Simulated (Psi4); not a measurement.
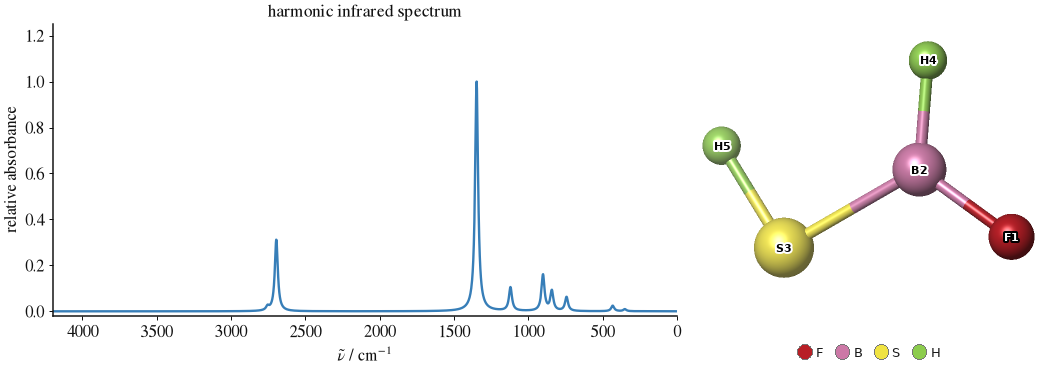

Infrared spectrum of BH₂SF, SMILES FBS. Unscaled harmonic wavenumbers and double-harmonic intensities, PBE0/6-31G(d) (dispersion D3(BJ)), Psi4, at a geometry relaxed at this level, isolated molecule. Lorentzian lines of 24 cm⁻¹ full width. Close modes add up in the curve.

Which lines are the most intense?

1348.8 cm⁻¹ (348.9 km/mol), 2696.1 cm⁻¹ (109.0 km/mol) and 902.1 cm⁻¹ (54.8 km/mol).

Which is the highest mode?

2754.9 cm⁻¹ (5.8 km/mol).

Caveats: double-zeta basis.
